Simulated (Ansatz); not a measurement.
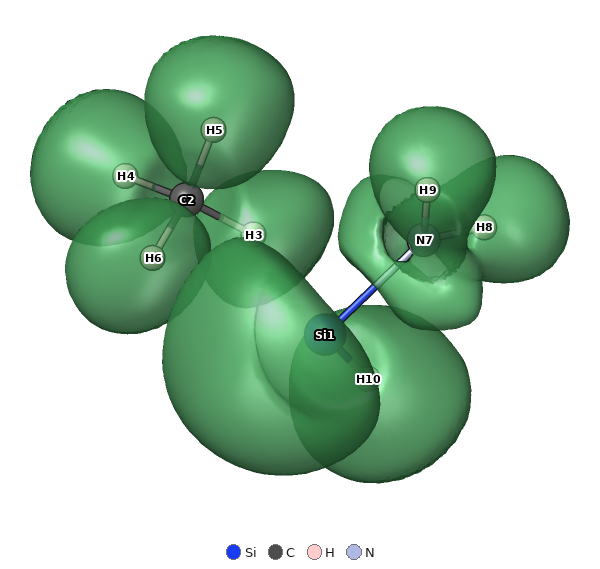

Figure 1: H₃NSi···CH₄. Isosurface of the ELF at 0.75 (green), seen at a tilt. Core shells and regions of very low density are left out.

Method: RKS PBE-D4/def2-SVP (Ansatz).

Input file:

```
crystal:
  periodic: [false, false, false]
  atoms:
    - { symbol: Si, position_ang: [0.0, 0.0, 0.0] }
    - { symbol: C, position_ang: [1.1598, 0.0, 1.7145] }
    - { symbol: H, position_ang: [0.1602, -0.3092, 2.085] }
    - { symbol: H, position_ang: [1.9274, -0.7111, 2.085] }
    - { symbol: H, position_ang: [1.3918, 1.0203, 2.085] }
    - { symbol: H, position_ang: [1.6388, 0.0, 0.265] }
    - { symbol: "N", position_ang: [-0.8572, 1.4851, -0.6061] }
    - { symbol: H, position_ang: [-1.8773, 1.43, -0.8888] }
    - { symbol: H, position_ang: [-0.3367, 2.4058, -0.6766] }
    - { symbol: H, position_ang: [-0.6877, -1.1914, -0.4862] }
basis:
  gaussian: { orbitals: def2-SVP }
hamiltonian:
  xc: pbe
  dispersion: d4
relax:
  f_tol: 0.15
  max_steps: 25
  restrain:
    - { distance: [1, 5], at: 1.11, k: 30.0 }
    - { distance: [0, 1], at: 3.07, k: 30.0 }
    - { distance: [0, 5], at: 2.66, k: 30.0 }
output:
  orbitals: {}
```

Run with:

```sh
ansatz run input.yaml --threads 1 --pin off --max-ram 2048MiB --backend cpu --events-out ev --progress --plain --runs-dir out
```

The fields are those of the run's last geometry, not of the input's.

### Identify the bonds, lone pairs and shells in this picture.

At this value the surface marks out five regions around hydrogen nuclei, one lobe on Si, pointing away from the bonds (lone pairs) and one joined region spread over several atoms (H, N), in which their bonds and any lone pairs are merged. Profiles from the grid: C2···Si1 (3.08 Å): the ELF dips to about 0.05 between them. Si–N (1.74 Å): the ELF peaks at about 0.90 between the atoms; a shared but strongly polarised pair.
